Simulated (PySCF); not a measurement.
**BrGeH5Si, SMILES `[SiH3][GeH2][Br]`: what the electrons do**

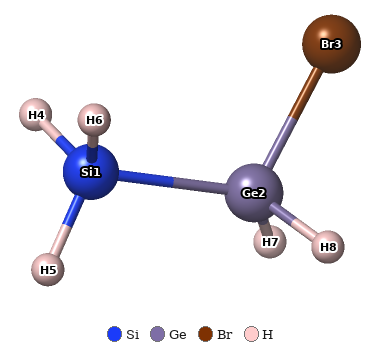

The molecule, with its atoms numbered as below. No frequency check shows the geometry to be a minimum.

Geometry (Å), atoms numbered from 1:

```
Si1     -2.2723    0.7769    0.0004
Ge2     -0.4539   -0.7357    0.0004
Br3      1.5652    0.3664    0.0001
H4      -2.1867    1.6107   -1.2006
H5      -3.5009   -0.0115   -0.0073
H6      -2.1945    1.5995    1.2016
H7      -0.2779   -1.6734   -1.1976
H8      -0.2856   -1.6845    1.1801
```

### 1. Bonding charge

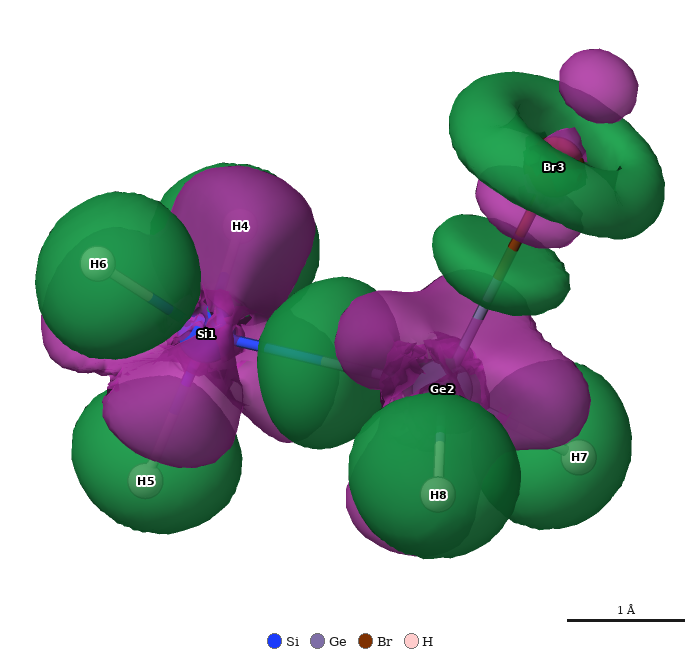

Deformation density (molecule less spherical, spin-averaged free atoms at the same positions), surfaces at ±0.04 e/Å³; green: gain, purple: loss.

Method: BP86/def2-TZVP; geometry: GFN2-xTB; program: PySCF.

> How much density has each bond gained at its critical point, relative to the free atoms?

Ge2–H8: +0.25 e/Å³ at the bond critical point (bond length 1.52 Å, Mayer order 0.9). Ge2–H7: +0.25 e/Å³ at the bond critical point (bond length 1.53 Å, Mayer order 0.9). Si1–H6: +0.22 e/Å³ at the bond critical point (bond length 1.46 Å, Mayer order 0.9). Si1–H4: +0.22 e/Å³ at the bond critical point (bond length 1.47 Å, Mayer order 0.9). Si1–H5: +0.21 e/Å³ at the bond critical point (bond length 1.46 Å, Mayer order 0.9). Si1–Ge2: +0.19 e/Å³ at the bond critical point (bond length 2.37 Å, Mayer order 0.9). Ge2–Br3: +0.07 e/Å³ at the bond critical point (bond length 2.30 Å, Mayer order 1.0). In all, 1.7 electrons gather in the regions of gain relative to the promolecule. A small or negative value marks a very polar bond, one between electron-rich atoms, whose free-atom densities already overlap strongly, a long bond to a heavier atom, or a closed-shell contact such as a hydrogen bond.

> Where do the Hirshfeld charges lie?

The highest Hirshfeld charge is on Si1 (+0.24 e), the lowest on Br3 (−0.16 e).

### 2. Local ionisation energy

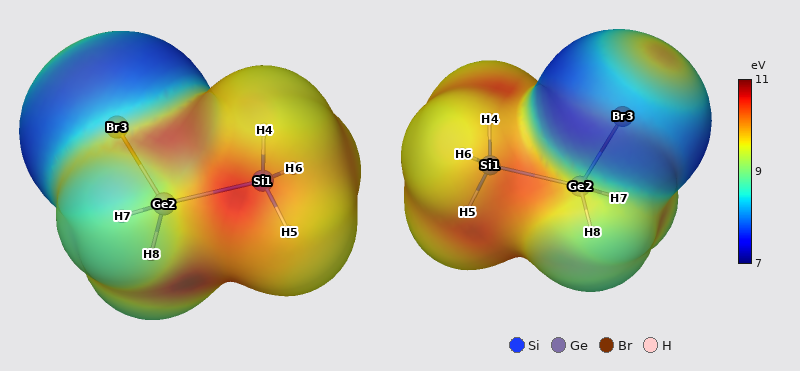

Average local ionisation energy on the surface of electron density 0.001 a.u. (back view left, front view right).

> Where are the most loosely bound electrons on this surface?

The lowest value is 7.6 eV, 2.3 Å from Br3, and at like points elsewhere. Further minima include 7.7 eV, 2.3 Å from Br3; 8.7 eV, 1.5 Å from H7; 9.5 eV, 1.5 Å from H4. For comparison, the highest occupied orbital lies at −6.8 eV.

> What volume does the surface enclose, and what is the dipole moment?

About 138 Å³; the dipole moment is 2.4 D.

### 3. Excited states

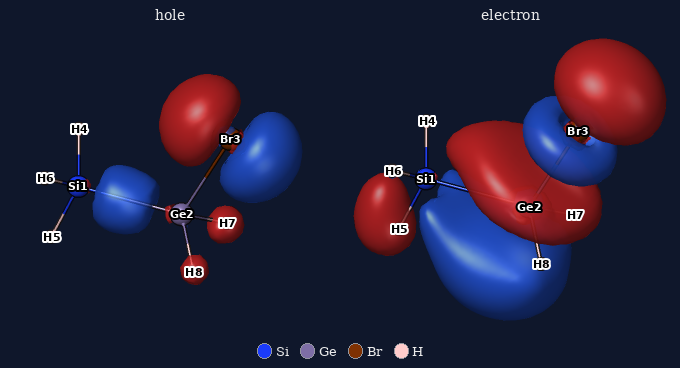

Leading natural transition orbital pair of S₁ (TDA singlet states); the surfaces enclose about 70 % of each orbital's density.

Computed with PySCF, CAM-B3LYP/def2-SVPD, geometry: GFN2-xTB.

> Where does the state lie, and where do hole and electron sit?

5.87 eV (211 nm), f = 0.035, partly diffuse acceptor orbital; the leading pair carries 99 %; hole on Br3 (70 %), Ge2 (12 %) and Si1 (10 %), electron on Ge2 (40 %), Br3 (34 %) and Si1 (12 %) (atom shares of so diffuse an orbital are rough); their centroids lie 1.0 Å apart; S₂ lies within 0.1 eV of it. In canonical orbitals it is mainly HOMO → LUMO (93 %). The HOMO–LUMO gap is 9.18 eV.

### 4. Removing or adding an electron

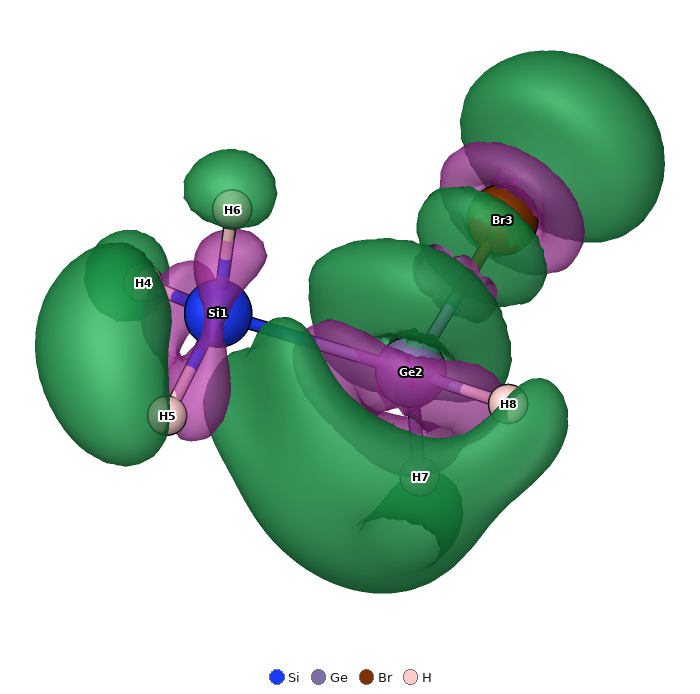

Fukui function f⁺ = ρ(N+1) − ρ(N) at fixed geometry, surfaces at ±0.01 e/Å³ (green positive, purple negative).

Level of theory: LDA (SVWN)/def2-SVPD (PySCF), at a geometry from GFN2-xTB.

> On which atoms does the density change most on addition of an electron?

f⁺ (Hirshfeld-condensed) is largest on Br3 (0.32) and Ge2 (0.23); the vertical electron affinity is −0.27 eV (the stability of the anion's solution wasn't checked; negative: at this level and geometry the extra electron isn't bound, and the finite basis holds it). Condensed values hint at sites of nucleophilic attack but needn't mark the atom that reacts. Orbital relaxation makes it negative in places (0.11 e in all).

| atom | f⁺ | charge |
| --- | --- | --- |
| Si1 | +0.16 | +0.21 |
| Ge2 | +0.23 | +0.19 |
| Br3 | +0.32 | −0.16 |
| H4 | +0.04 | −0.05 |
| H5 | +0.07 | −0.05 |
| H6 | +0.04 | −0.05 |
| H7 | +0.07 | −0.05 |
| H8 | +0.07 | −0.05 |

### 5. Localised orbitals

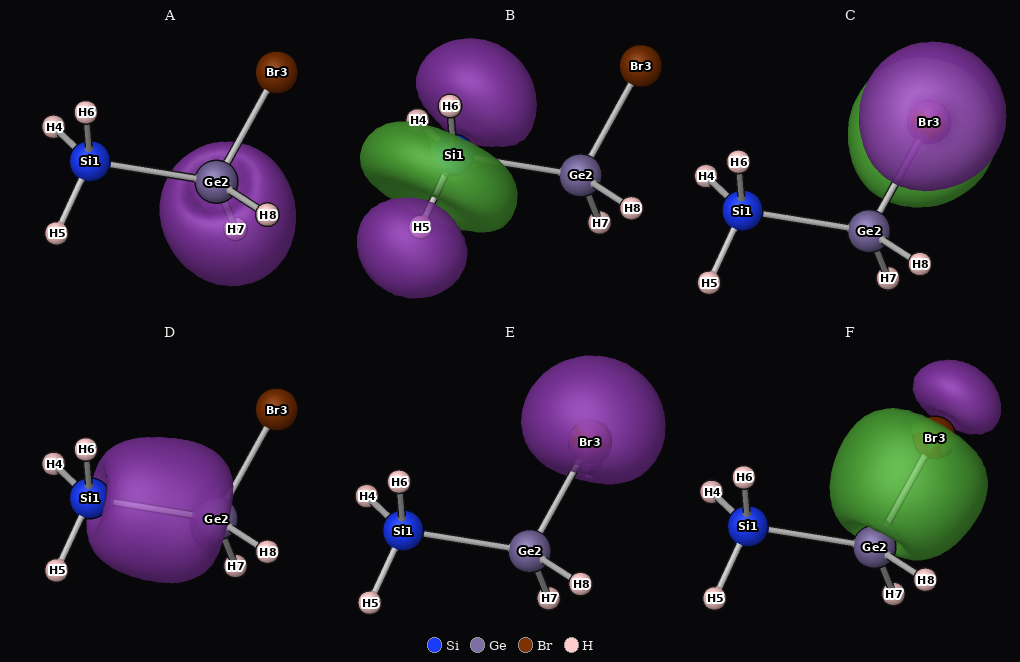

Intrinsic bond orbitals (IBO), occupied and valence-virtual; each surface holds about 85 % of the orbital's density. Energies are diagonal elements of the Fock matrix.

Method: ωB97X/aug-cc-pVDZ; geometry: GFN2-xTB; program: PySCF.

> Identify each orbital.

By panel:
- A: σ bond H7–Ge2 (H7 53 %, Ge2 47 %; −14.3 eV)
- B: σ* orbital Si1–H5 (Si1 55 %, H5 45 %; 7.2 eV)
- C: lone pair on Br3 (p-type) (Br3 98 %; −10.8 eV)
- D: σ bond Ge2–Si1 (Ge2 55 %, Si1 45 %; −14.7 eV)
- E: lone pair on Br3 (s-type) (Br3 100 %; −20.3 eV)
- F: σ bond Br3–Ge2 (Br3 68 %, Ge2 31 %; −16.5 eV)

> Which has the smallest and which the largest spatial spread?

Smallest: E (0.98 Å); largest: B (1.49 Å).
